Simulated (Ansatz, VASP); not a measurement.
**Zr8HN8 (H on ZrN(001)) in two plane-wave programs**

Wanted: the spread between two codes on one cell, functional and k mesh.

Program: Ansatz 0.2.0. Level of theory: plane waves, with VASP 6.6.1 beside it; single point at PBEsol. Results are calculated unless marked as measured.

**1. Set-up**

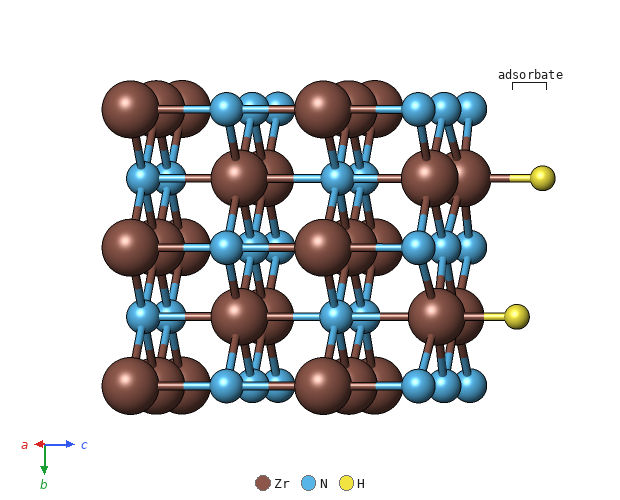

Start, viewed from the side, with the c axis across the page; zirconium brown, nitrogen blue, hydrogen yellow. Some periodic images of atoms are drawn too.

The cell holds 34 atoms: 16 Zr, 16 N and 2 H. Its edges and angles: a = 6.449 Å, b = 6.449 Å, c = 24.590 Å, α = 90.0°, β = 90.0°, γ = 90.0°. It derives from ZrN. Vacuum lies along c.

Structure file:

```
Zr N H
1.0
     6.44881    0.00000    0.00000
     0.00000    6.44881    0.00000
     0.00000    0.00000   24.59000
Zr N H
16 16 2
Cartesian
  0.0000 0.0000 8.0000
  0.0000 3.2244 8.0000
  3.2244 0.0000 8.0000
  3.2244 3.2244 8.0000
  1.6122 1.6122 10.2800
  1.6122 4.8366 10.2800
  4.8366 1.6122 10.2800
  4.8366 4.8366 10.2800
  0.0000 0.0000 12.5701
  0.0000 3.2244 12.5701
  3.2244 0.0000 12.5701
  3.2244 3.2244 12.5701
  1.6122 1.6122 14.9598
  1.6122 4.8366 14.7951
  4.8366 1.6122 14.7951
  4.8366 4.8366 14.9598
  1.6122 1.6122 8.0000
  1.6122 4.8366 8.0000
  4.8366 1.6122 8.0000
  4.8366 4.8366 8.0000
  0.0000 0.0000 10.2800
  0.0000 3.2244 10.2800
  3.2244 0.0000 10.2800
  3.2244 3.2244 10.2800
  1.6122 1.6122 12.5801
  1.6122 4.8366 12.6082
  4.8366 1.6122 12.6082
  4.8366 4.8366 12.5801
  0.0000 0.0000 14.8291
  0.0000 3.2244 14.8291
  3.2244 0.0000 14.8291
  3.2244 3.2244 14.8291
  1.6122 1.6122 16.8632
  4.8366 4.8366 16.8632
```

**2. VASP: single point, PBEsol**

A single point gives forces, pressure and levels at one fixed geometry, so differences don't come from the geometry; what else differs is listed under the comparison.

Lines of VASP's logs that name or quote its potential files are left out, and so is its time.

The input, INCAR:

```
SYSTEM = Zr8HN8
PREC = Normal
ENCUT = 400
EDIFF = 1E-06
NELM = 120
ISMEAR = 1
SIGMA = 0.1
LREAL = Auto
ALGO = Fast
GGA = PS
NBANDS = 160
LASPH = .TRUE.
LORBIT = 11
LWAVE = .FALSE.
LCHARG = .TRUE.
KPAR = 4
NCORE = 2
IDIPOL = 3
LDIPOL = .TRUE.
DIPOL = 0.5 0.5 0.478
LVHAR = .TRUE.
LVACPOTAV = .TRUE.
NEDOS = 1500
```

The input, POSCAR:

```
Zr8HN8
1.0
    6.4488138440      0.0000000000      0.0000000000
    0.0000000000      6.4488138440      0.0000000000
    0.0000000000      0.0000000000     24.5900000000
Zr N H
16 16 2
Selective dynamics
Direct
    0.0000000000      0.0000000000      0.3253355020  F F F
    0.0000000000      0.5000000000      0.3253355020  F F F
    0.5000000000      0.0000000000      0.3253355020  F F F
    0.5000000000      0.5000000000      0.3253355020  F F F
    0.2500000000      0.2500000000      0.4180561200  F F F
    0.2500000000      0.7500000000      0.4180561200  F F F
    0.7500000000      0.2500000000      0.4180561200  F F F
    0.7500000000      0.7500000000      0.4180561200  F F F
    0.0000000000      0.0000000000      0.5111887771  T T T
    0.0000000000      0.5000000000      0.5111887771  T T T
    0.5000000000      0.0000000000      0.5111887771  T T T
    0.5000000000      0.5000000000      0.5111887771  T T T
    0.2500000000      0.2500000000      0.6083692344  T T T
    0.2500000000      0.7500000000      0.6016729828  T T T
    0.7500000000      0.2500000000      0.6016729828  T T T
    0.7500000000      0.7500000000      0.6083692344  T T T
    0.2500000000      0.2500000000      0.3253355020  F F F
    0.2500000000      0.7500000000      0.3253355020  F F F
    0.7500000000      0.2500000000      0.3253355020  F F F
    0.7500000000      0.7500000000      0.3253355020  F F F
    0.0000000000      0.0000000000      0.4180561200  F F F
    0.0000000000      0.5000000000      0.4180561200  F F F
    0.5000000000      0.0000000000      0.4180561200  F F F
    0.5000000000      0.5000000000      0.4180561200  F F F
    0.2500000000      0.2500000000      0.5115940670  T T T
    0.2500000000      0.7500000000      0.5127386564  T T T
    0.7500000000      0.2500000000      0.5127386564  T T T
    0.7500000000      0.7500000000      0.5115940670  T T T
    0.0000000000      0.0000000000      0.6030521405  T T T
    0.0000000000      0.5000000000      0.6030521405  T T T
    0.5000000000      0.0000000000      0.6030521405  T T T
    0.5000000000      0.5000000000      0.6030521405  T T T
    0.2500000000      0.2500000000      0.6857751137  T T T
    0.7500000000      0.7500000000      0.6857751137  T T T
```

The input, KPOINTS:

```
Automatic mesh
0
Gamma
4 4 1
0 0 0
```

The projector-augmented-wave data sets are Zr_sv, N and H (PBE family, release 64).

Started as:

```console
$ mpirun -np 8 vasp_std
```

Numbers of over 12 decimals in the logs are rounded to 6 here.

The program printed:

```text
[banner, memory and clock lines left out]
running    8 mpi-ranks, on    1 nodes
[...]
|                                                                             |
|               ----> ADVICE to this user running VASP <----                  |
|                                                                             |
|     You enforced a specific xc type in the INCAR file but a different       |
|     [... a line on the potential file left out ...]
|     I HOPE YOU KNOW WHAT YOU ARE DOING!                                     |
|                                                                             |

 LDA part: xc-table for (Slater+PW92), standard interpolation
 POSCAR, INCAR and KPOINTS ok, starting setup
[...]
entering main loop
       N       E                     dE             d eps       ncg     rms          rms(c)
DAV:   1     0.270953747429E+04    0.27095E+04   -0.12690E+05  2264   0.129E+03
DAV:   2    -0.663758446164E+02   -0.27759E+04   -0.27080E+04  2304   0.424E+02
[...]
RMM:  41    -0.341664712325E+03    0.62282E-07   -0.11752E-05  1393   0.356E-03    0.224E-03
 num prob RMM:  42    -0.341664711851E+03    0.47403E-06   -0.90956E-06  1024   0.313E-03
|                                                                             |
|           W    W    AA    RRRRR   N    N  II  N    N   GGGG   !!!           |
|           W    W   A  A   R    R  NN   N  II  NN   N  G    G  !!!           |
|           W    W  A    A  R    R  N N  N  II  N N  N  G       !!!           |
|           W WW W  AAAAAA  RRRRR   N  N N  II  N  N N  G  GGG   !            |
|           WW  WW  A    A  R   R   N   NN  II  N   NN  G    G                |
|           W    W  A    A  R    R  N    N  II  N    N   GGGG   !!!           |
|                                                                             |
|     Did not find any points to average over, which means that no vacuum     |
|     field-free region was found. Please increase the size of  your cell     |
|     in the dimension of the dipole correction to obtain accurate            |
|     workfunction values.                                                    |
|                                                                             |

   1 F= -.34166471E+03 E0= -.34166091E+03  d E =-.114086E-01
```

Parts of OUTCAR (step 2):

```text
  Total      -34.3864137    -34.3864137    -14.7099165     -0.0000000      0.0000000      0.0000000
  in kB      -53.8740042    -53.8740042    -23.0463727     -0.0000000      0.0000000      0.0000000
  external PRESSURE =     -43.5981271 kB  Pullay stress =       0.0000000 kB

 POSITION                                       TOTAL-FORCE (eV/Angst)
 -----------------------------------------------------------------------------------
      0.00000      0.00000      8.00000        -0.000000     -0.000000      1.672311
      0.00000      3.22441      8.00000         0.000000      0.000000      1.672311
      3.22441      0.00000      8.00000        -0.000000     -0.000000      1.672311
      3.22441      3.22441      8.00000        -0.000000      0.000000      1.672311
      1.61220      1.61220     10.28000        -0.000000     -0.000000     -0.308903
      1.61220      4.83661     10.28000        -0.000000     -0.000000      0.323613
      4.83661      1.61220     10.28000        -0.000000     -0.000000      0.323613
      4.83661      4.83661     10.28000        -0.000000     -0.000000     -0.308903
      0.00000      0.00000     12.57013        -0.000000     -0.000000      0.004454
      0.00000      3.22441     12.57013        -0.000000      0.000000      0.004454
      3.22441      0.00000     12.57013        -0.000000      0.000000      0.004454
      3.22441      3.22441     12.57013        -0.000000     -0.000000      0.004454
      1.61220      1.61220     14.95980        -0.000000     -0.000000      0.005225
      1.61220      4.83661     14.79514         0.000000     -0.000000      0.021484
[...]
-----------------------------------------------------------------------------------
    total drift:                                0.000000     -0.000000     -0.112482

  FREE ENERGIE OF THE ION-ELECTRON SYSTEM (eV)
  ---------------------------------------------------
  free  energy   TOTEN  =      -341.6647118505 eV

  energy  without entropy=     -341.6533032537  energy(sigma->0) =     -341.66090898

[... 3 further parts left out ...]
[key lines of the parts left out:]
E-fermi :   2.0566
```

(Part 1 of 2 ends here.)

[Lines on the potential files, build, host, timing and source positions are cut from VASP's logs without a mark.]

[Logs are printed without paths, hosts, clocks, repeated set-up lines and the standing remarks that a program may print on its own settings, such as how far it seeks lower states.]

[Hosts, paths, dates, database ids (printed as entryN), source tags and the programs' standing remarks are cut or masked in the printed files.]
